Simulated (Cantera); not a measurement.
Input: 1 mol SiO2, 0.57 mol NF3, 3.4 mol H2, held at 87.0 Pa.

Method: chemical equilibrium by Gibbs-energy minimisation in Cantera with the NASA 1993 tables (ideal gas, pure condensed phases). Candidate condensed phases: H2O, Si, SiO2, Si2N2O, Si3N4; 58 gas species. The tables' values for SiF3, SiO2, SiF2 are old estimates; treat these amounts as uncertain. The tables hold silica as quartz up to 1696 K and as liquid above; real silica turns to tridymite and cristobalite and melts near 1996 K. Equilibrium is a limit: real reactors are often held back by kinetics, nucleation or transport.

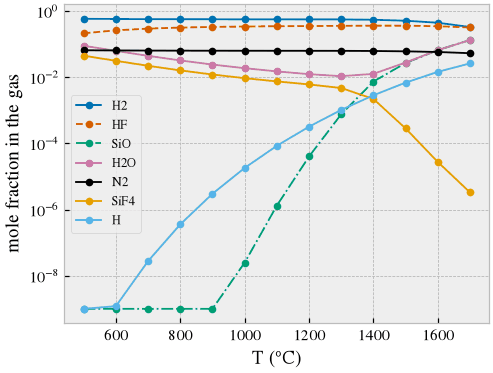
Fig. 1. Equilibrium gas composition (values under 1e-9 drawn at 1e-9)

Read off the mole fractions at 1600 °C.

H2 about 0.45, HF about 0.35, SiO about 0.066, H2O about 0.066, N2 about 0.058, H about 0.015, SiF4 about 2.8e-5.
